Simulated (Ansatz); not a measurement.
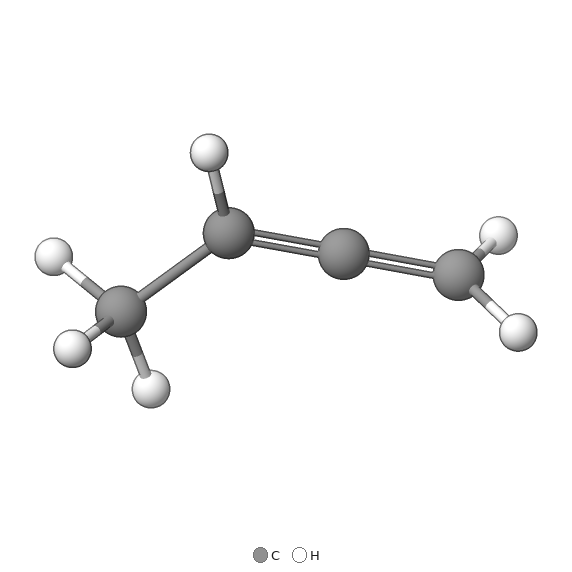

The picture shows the input geometry.

Input file:

```yaml
crystal:
  periodic: [false, false, false]
  atoms:
    - {symbol: C, position_ang: [-1.019754, 1.636018, -0.806398]}
    - {symbol: C, position_ang: [-0.208577, 0.649979, -0.558467]}
    - {symbol: C, position_ang: [0.600904, -0.337331, -0.307173]}
    - {symbol: C, position_ang: [0.523925, -1.221181, 0.899210]}
    - {symbol: H, position_ang: [-1.932815, 1.486221, -1.374260]}
    - {symbol: H, position_ang: [-0.809246, 2.641627, -0.455676]}
    - {symbol: H, position_ang: [1.394697, -0.538872, -1.024625]}
    - {symbol: H, position_ang: [0.385241, -2.265814, 0.605554]}
    - {symbol: H, position_ang: [-0.302916, -0.932416, 1.548016]}
    - {symbol: H, position_ang: [1.451541, -1.169530, 1.476817]}
basis:
  gaussian: {orbitals: def2-TZVPP, fitting: {mean_field: cc-pVTZ-jkfit}}
hamiltonian: {xc: {name: B97}}
scf: {lower_state_search: off}
```

It was started with:

```sh
ansatz run in.yaml --threads 2 --pin off --events-out ev --progress --plain --max-ram 4352MiB
```

Result:

```
Functional definition: B97
  name "B97"
  cite "Becke, J. Chem. Phys. 107, 8554 (1997) doi:10.1063/1.475007"
  parameter cx = 0.1943
  parameter cx0 = 0.8094
  parameter cx1 = 0.5073
  parameter cx2 = 0.7481
  parameter css0 = 0.1737
  parameter css1 = 2.3487
  parameter css2 = -2.4868
  parameter cos0 = 0.9454
  parameter cos1 = 0.7471
  parameter cos2 = -4.5961
  exchange = spin_sum(e_x_unif_s*poly(b97_u_x, cx0, cx1, cx2)) + cx*exact_x
  correlation = spin_sum(e_c_pw_same_spin*poly(b97_u_same, css0, css1, css2))
      + integral(e_c_pw_opposite_spin*poly(b97_u_opposite, cos0, cos1, cos2))
these checks for a lower state are left out or cut short: stability, starts, cluster_reference, orbital_swaps, neighbouring_geometries, increment
496 factors; integrals over basis functions are off by at most 6.9e-1 eV
mean field evaluation 1: about -4235.6704 eV, gradient 6.0e1 eV
mean field evaluation 2: about -4233.6731 eV, gradient 6.4e1 eV
mean field evaluation 4: about -4244.3433 eV, gradient 5.6e0 eV
mean field evaluation 8: about -4244.4205 eV, gradient 1.0e-1 eV
mean field evaluation 16: about -4244.4206 eV, gradient 1.5e-6 eV
mean field -4244.42056285 eV, -155.9795787131 hartree, gradient 1.5e-6 eV, S^2 0.000000; 0 other end points of the search recorded, 0 dependent functions left out
reference -4244.42058808 eV, -155.9795796405 hartree; 15, 15 occupied and 193, 193 virtual orbitals, 496 factors
Total energy: -4244.42058808 eV, -155.9795796405 hartree
Checks for a lower state left out: stability, starts, cluster_reference, orbital_swaps, neighbouring_geometries, increment
```

The calculation finished and met its thresholds.
